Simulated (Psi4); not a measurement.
# BNH2Cl2 (SMILES NB(Cl)Cl): B3LYP/def2-SVPD

Aim: the vertical ionisation energy of BNH2Cl2 at B3LYP/def2-SVPD, from 2 runs. 

The calculation is run with Psi4 1.11.

5 further runs of the same task are left out: 1 that didn't finish, 4 set aside as unsound or not needed.

## Step 1: The system as given

BNH2Cl2: 6 atoms, total charge 0, spin state singlet. As SMILES, `NB(Cl)Cl`. The coordinates come from a PBE0-D4/def2-TZVP relaxation.

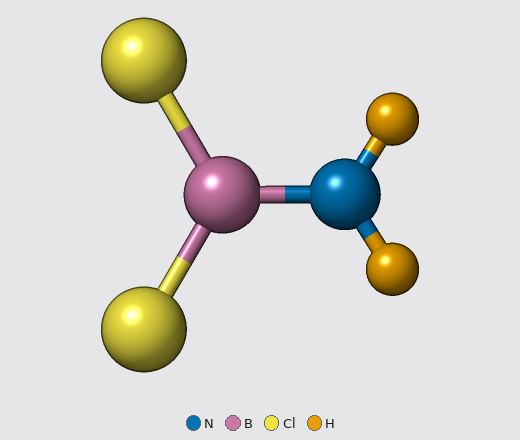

Viewed from a chosen angle; nitrogen blue, boron pink, chlorine yellow, hydrogen amber.

## Step 2: Energy and gradient at B3LYP/def2-SVPD

calc.dat

```
memory 1.6 GB

molecule mol {
  0 1
  N
  B 1 1.383816
  Cl 2 1.761108 1 120.27403
  Cl 2 1.761152 1 120.26972 3 179.99817
  H 1 1.005085 2 122.32673 3 -179.99798
  H 1 1.005147 5 115.34809 2 -179.99612
  symmetry c1
}

set globals {
  basis def2-SVPD
  puream true
  e_convergence 1e-09
  d_convergence 1e-08
  scf_type pk
  dft_radial_points 99
  dft_spherical_points 590
}

E, wfn = gradient('b3lyp', return_wfn=True)
oeprop(wfn, 'QUADRUPOLE', 'MULLIKEN_CHARGES', 'WIBERG_LOWDIN_INDICES')
```

Run with:

```bash
$ psi4 -i calc.dat -o calc.out -n 1
```

calc.out:

```text
[...]
  Running in c1 symmetry.
[...]
  Nuclear repulsion =  182.134364332155855
[...]
  Multiplicity = 1
[...]
  Nalpha       = 24
  Nbeta        = 24
[...]
    Number of basis functions: 110
[...]
   @RKS iter   1: -1000.79356043042992    3.83339e-02   6.89592e-03 DIIS/ADIIS
[...]
   @RKS iter  11: -1001.04928984624917   -9.09495e-13   1.88420e-09 DIIS
[...]
    Orbital Energies [Eh]
    ---------------------
    Doubly Occupied:
       1A   -101.518473     2A   -101.518432     3A    -14.355643
       4A     -9.470179     5A     -9.470150     6A     -7.236781
       7A     -7.236763     8A     -7.231167     9A     -7.231158
      10A     -7.230033    11A     -7.230018    12A     -6.854114
      13A     -0.905632    14A     -0.847611    15A     -0.828816
      16A     -0.552020    17A     -0.547261    18A     -0.465008
      19A     -0.413977    20A     -0.392697    21A     -0.343223
      22A     -0.331549    23A     -0.316894    24A     -0.309647
[...]
  @RKS Final Energy: -1001.04928984624917
   => Energetics <=
    Nuclear Repulsion Energy =            182.1343643321558545
    One-Electron Energy =               -1741.5227850925325583
    Two-Electron Energy =                 613.3559884397233191
    DFT Exchange-Correlation Energy =     -55.0168575255958388
    Empirical Dispersion Energy =           0.0000000000000000
    VV10 Nonlocal Energy =                  0.0000000000000000
    Total Energy =                      -1001.0492898462491667
[...]
  -Total Gradient:
     Atom            X                  Y                   Z
    ------   -----------------  -----------------  -----------------
       1       -0.000000466294     0.000052133158    -0.000649317803
       2       -0.000002185664    -0.000016073756     0.003673119093
       3        0.000000724302     0.008024112901    -0.004742859241
       4        0.000000854614    -0.008011700405    -0.004737564393
       5        0.000000197081    -0.004216191240     0.003246573177
       6        0.000000882225     0.004167720922     0.003216717356
[...]
 Multipole Moments:
 ------------------------------------------------------------------------------------
     Multipole            Electronic (a.u.)      Nuclear  (a.u.)        Total (a.u.)
 ------------------------------------------------------------------------------------
 L = 1.  Multiply by 2.5417464519 to convert [e a0] to [Debye]
 Dipole X            :         -0.0000100            0.0000298            0.0000198
 Dipole Y            :         -0.0000146           -0.0001248           -0.0001394
 Dipole Z            :          3.7498768           -4.8582065           -1.1083297
 Magnitude           :                                                    1.1083297
 L = 2.  Multiply by 1.3450342976 to convert [e a0^2] to [Debye ang]
 Quadrupole XX       :        -28.6274706            0.0000001          -28.6274705
 Quadrupole XY       :         -0.0045154            0.0044809           -0.0000345
[...]
  Mulliken Charges: (a.u.)
   Center  Symbol    Alpha    Beta     Spin     Total
       1     N     3.30310  3.30310  0.00000  0.39380
       2     B     2.23263  2.23263  0.00000  0.53474
       3    CL     8.69187  8.69187  0.00000 -0.38373
       4    CL     8.69189  8.69189  0.00000 -0.38378
       5     H     0.54029  0.54029  0.00000 -0.08058
       6     H     0.54022  0.54022  0.00000 -0.08045
   Total alpha = 24.00000, Total beta = 24.00000, Total charge = -0.00000
  Wiberg Bond Indices using Orthogonal Lowdin Orbitals:
[...]
```

Run time: 18 s. Hardware: 1 thread of Intel Xeon 6975P-C (Granite Rapids), shared host; peak memory 0.53 GiB.

## Step 3: The doublet cation

job.json

```json
{
  "schema_name": "qcschema_input",
  "schema_version": 1,
  "molecule": {
    "schema_name": "qcschema_molecule",
    "schema_version": 2,
    "symbols": ["N", "B", "Cl", "Cl", "H", "H"],
    "geometry": [0.90612368, 1.01572779, 0.66745127, -0.6217199, -0.75683531, -0.49964359, -3.85163979, -0.12377706, -0.99210622, 0.64798709, -3.66436793, -1.50478891, 2.75578761, 0.71563928, 0.97755532, 0.24320775, 2.69285973, 1.26384883],
    "molecular_charge": 1,
    "molecular_multiplicity": 2,
    "fix_symmetry": "c1"
  },
  "driver": "gradient",
  "model": {
    "method": "b3lyp",
    "basis": "def2-SVPD"
  },
  "keywords": {
    "reference": "uks",
    "puream": true,
    "e_convergence": 1e-09,
    "d_convergence": 1e-08,
    "scf_type": "pk",
    "dft_radial_points": 99,
    "dft_spherical_points": 590,
    "maxiter": 200,
    "scf_properties": ["LOWDIN_CHARGES", "WIBERG_LOWDIN_INDICES", "MULLIKEN_CHARGES"]
  }
}
```

Run with:

```bash
$ psi4 --qcschema job.json -n 1 --memory 1600MB
```

stdout (excerpt; [...] marks lines left out):

```text
[...]
  Running in c1 symmetry.
[...]
  Nuclear repulsion =  182.134356717074013
[...]
  Multiplicity = 2
[...]
  Nalpha       = 24
  Nbeta        = 23
[...]
    Number of basis functions: 110
[...]
   @UKS iter   1: -1000.40660095551607    4.25293e-01   6.62726e-03 ADIIS/DIIS
[...]
   @UKS iter  20: -1000.65155675514325    2.26237e-11   4.80717e-09 DIIS
[...]
   @S^2 Observed:                7.614674867E-01
[...]
  @UKS Final Energy: -1000.65155675514325
   => Energetics <=
    Nuclear Repulsion Energy =            182.1343567170740130
    One-Electron Energy =               -1729.7497481029454320
    Two-Electron Energy =                 601.7061672662262026
    DFT Exchange-Correlation Energy =     -54.7423326354980873
    Empirical Dispersion Energy =           0.0000000000000000
    VV10 Nonlocal Energy =                  0.0000000000000000
    Total Energy =                      -1000.6515567551432468
[...]
 Multipole Moments:
 ------------------------------------------------------------------------------------
     Multipole            Electronic (a.u.)      Nuclear  (a.u.)        Total (a.u.)
 ------------------------------------------------------------------------------------
 L = 1.  Multiply by 2.5417464519 to convert [e a0] to [Debye]
 Dipole X            :         -1.5606981            2.8383354            1.2776373
 Dipole Y            :         -1.8108233            3.2931552            1.4823319
 Dipole Z            :         -1.1922255            2.1682126            0.9759871
 Magnitude           :                                                    2.1868278
[...]
  Mulliken Charges: (a.u.)
   Center  Symbol    Alpha    Beta     Spin     Total
       1     N     3.57361  2.92058  0.65303  0.50581
       2     B     2.10162  2.19489 -0.09327  0.70349
       3    CL     8.68845  8.46010  0.22835 -0.14855
[...]
  -Total Gradient:
     Atom            X                  Y                   Z
    ------   -----------------  -----------------  -----------------
       1       -0.012840883422    -0.014974232438    -0.009841454793
       2        0.035804161982     0.041554560795     0.027357862085
       3       -0.004623178465    -0.005957047620    -0.003798456477
       4       -0.005227416764    -0.005484471890    -0.003733441144
       5       -0.018582126211     0.001872181023    -0.003629568896
       6        0.005466080711    -0.017014892903    -0.006357517187
[...]
```

The result, in JSON:

```text
{
 "driver": "gradient",
 "model": {
  "method": "b3lyp",
  "basis": "def2-SVPD"
 },
 "success": true,
 "return_result": [-0.01284088342228755, -0.01497423243833057, -0.009841454792832705, 0.035804161982293296, 0.041554560795490074, 0.027357862085396666, -0.004623178464649408, -0.005957047620171664, -0.0037984564773226454, -0.005227416763884343, -0.005484471890059822, -0.0037334411442661725, -0.018582126211055927, 0.0018721810231111982, -0.0036295688962617867, 0.005466080710773598, -0.01701489290286723, -0.006357517187184136],
 "properties": {
  "calcinfo_nbasis": 110,
  "calcinfo_nmo": 110,
  "calcinfo_nalpha": 24,
  "calcinfo_nbeta": 23,
  "calcinfo_natom": 6,
  "nuclear_repulsion_energy": 182.134356717074,
  "return_energy": -1000.6515567551432,
  "return_gradient": [-0.01284088342228755, -0.01497423243833057, -0.009841454792832705, 0.035804161982293296, 0.041554560795490074, 0.027357862085396666, -0.004623178464649408, -0.005957047620171664, -0.0037984564773226454, -0.005227416763884343, -0.005484471890059822, -0.0037334411442661725, -0.018582126211055927, 0.0018721810231111982, -0.0036295688962617867, 0.005466080710773598, -0.01701489290286723, -0.006357517187184136],
  "scf_one_electron_energy": -1729.7497481029454,
  "scf_two_electron_energy": 601.7061672662262,
  "scf_xc_energy": -54.74233263549809,
  "scf_dipole_moment": [1.2776372962989737, 1.4823319403612933, 0.9759870884028514],
  "scf_total_energy": -1000.6515567551432,
  "scf_total_gradient": [-0.01284088342228755, -0.01497423243833057, -0.009841454792832705, 0.035804161982293296, 0.041554560795490074, 0.027357862085396666, -0.004623178464649408, -0.005957047620171664, -0.0037984564773226454, -0.005227416763884343, -0.005484471890059822, -0.0037334411442661725, -0.018582126211055927, 0.0018721810231111982, -0.0036295688962617867, 0.005466080710773598, -0.01701489290286723, -0.006357517187184136],
  "scf_iterations": 20
 }
}
```

It took 37 s on 1 thread of Intel Xeon 6975P-C (Granite Rapids), shared host; peak memory 0.54 GiB.

## Step 4: Results

At B3LYP/def2-SVPD:

| quantity | value |
| --- | --- |
| singlet BNH2Cl2: total energy | -1001.04929 Eh |
| singlet BNH2Cl2: dipole moment | 2.82 D |
| singlet BNH2Cl2: HOMO energy | -8.43 eV |
| singlet BNH2Cl2: LUMO energy | -0.29 eV |
| singlet BNH2Cl2: HOMO–LUMO gap | 8.14 eV |
| singlet BNH2Cl2: largest force on an atom | 0.479 eV/Å |
| doublet cation: total energy | -1000.65156 Eh |
| doublet cation: HOMO energy (highest over α and β) | -14.52 eV |
| doublet cation: LUMO energy (lowest over α and β) | -13.23 eV |
| doublet cation: ⟨S²⟩ | 0.761 |
| doublet cation: largest force on an atom | 3.152 eV/Å |
| vertical ionisation energy (to the doublet cation) | 10.823 eV |

In words: The vertical ionisation energy comes to 10.82 eV (1044 kJ/mol). The largest force (singlet BNH2Cl2) is 0.48 eV/Å: the shape isn't a stationary point for this species at this level. −ε(HOMO) before ionisation, 8.43 eV, is 2.40 eV below this ionisation energy.
